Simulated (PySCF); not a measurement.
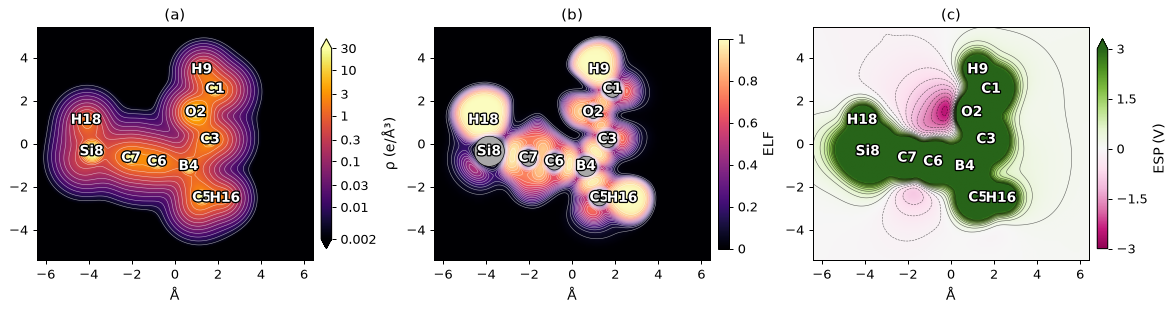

C₅H₁₁BOSi (SMILES COCB(C)C#C[SiH3]). (a) electron density; (b) ELF; (c) molecular electrostatic potential on the plane of atoms O2, C3 and B4. Grey discs cover the atomic cores in the ELF map.

Geometry: GFN2-xTB.

Theory: PySCF 2.14.0, PBE0/pcSseg-1, SCF density, gas phase, non-relativistic.

Input

```
{"job": {"kind": "nmr", "xc": "PBE0", "basis": "pcSseg-1"}, "charge": 0, "multiplicity": 1}
C     -2.626695     1.616060    -0.675274
O     -1.399481     1.010838    -0.379320
C     -1.533307    -0.338821     0.033428
B     -0.157189    -1.046358     0.393534
C     -0.165488    -2.555677     0.855867
C      1.131537    -0.282537     0.299479
C      2.170736     0.341733     0.216669
Si     3.728036     1.323693     0.075030
H     -2.410103     2.636121    -0.986429
H     -3.286773     1.636871     0.203131
H     -3.148946     1.092142    -1.487845
H     -2.045665    -0.913204    -0.760091
H     -2.209063    -0.387623     0.907120
H      0.207122    -2.638021     1.876393
H      0.510902    -3.153558     0.246595
H     -1.148018    -3.020300     0.823366
H      4.627882     0.617214    -0.842686
H      3.415489     2.658929    -0.439662
H      4.329222     1.411749     1.409769
```

Run with:

```sh
OMP_NUM_THREADS=1 python probes_run.py task.json out
```

### Interpret the plot.

- Atoms in the plane: C, O, B, Si and H.
- C–C (1.22 Å): ρ at the midpoint is about 2.7 e/Å³; the ELF peaks at about 0.85 between the atoms: a short, multiple covalent bond.
- C–O (1.40 Å): ρ at the midpoint is about 2.1 e/Å³, with its minimum of 1.8 e/Å³ about 0.5 Å from C; the ELF peaks at about 0.90 between the atoms; a polar covalent bond.
- C–B (1.50 Å): ρ at the midpoint is about 1.5 e/Å³; the ELF peaks at about 0.95 between the atoms, as expected for a covalent bond.
- C–Si (1.85 Å): ρ at the midpoint is about 0.93 e/Å³; the ELF peaks at about 0.95 between the atoms; localised, covalent bonding.
- C–H (1.09 Å): the density is about 1.9 e/Å³ at the midpoint; the ELF climbs to about 1 towards the hydrogen, as it does in any bond to H: a covalent bond by its length.
- Outside the dense part of the molecule the potential is most negative (−2.5 V) near O2.
